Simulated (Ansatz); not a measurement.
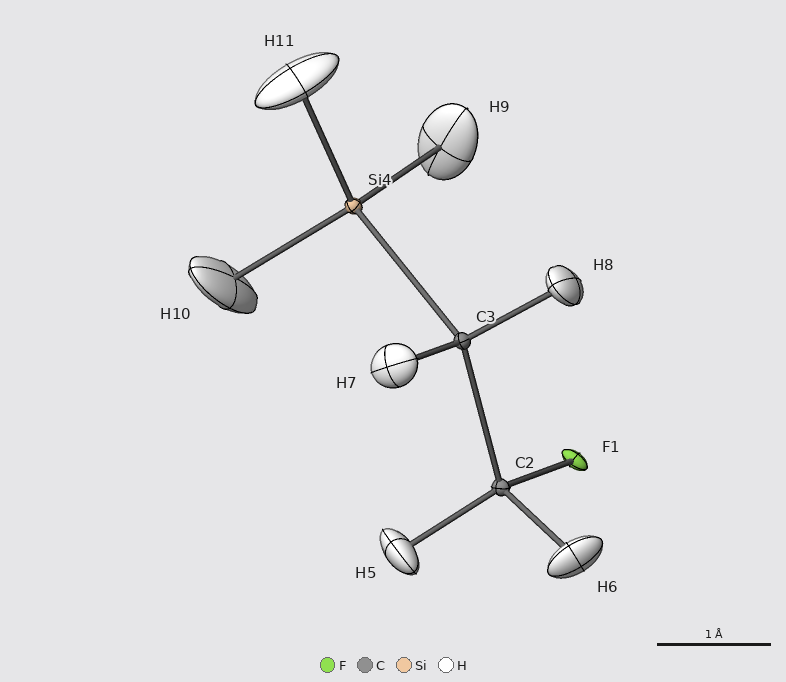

Displacement ellipsoids at the 50 % level, from the internal vibrations of the free molecule (harmonic, no overall translation or rotation; no half-axis is drawn under 0.075 Å). Vibrations computed with RKS PBE0-D4/def2-TZVP (Ansatz 0.2.0). Temperature: 100 K.

Give the displacement parameters, one line for each set of equivalent atoms.

```tsv
atom	U_eq (Å²)	rms amplitudes (Å)
F1	0.0030	0.023, 0.035, 0.086
C2	0.0020	0.033, 0.038, 0.058
C3	0.0021	0.035, 0.043, 0.057
Si4	0.0011	0.014, 0.019, 0.051
H5	0.0179	0.081, 0.119, 0.182
H6	0.0177	0.083, 0.117, 0.180
H7	0.0157	0.088, 0.125, 0.154
H8	0.0171	0.081, 0.126, 0.170
H9	0.0378	0.088, 0.176, 0.273
H10	0.0434	0.086, 0.162, 0.311
H11	0.0363	0.096, 0.157, 0.274
```
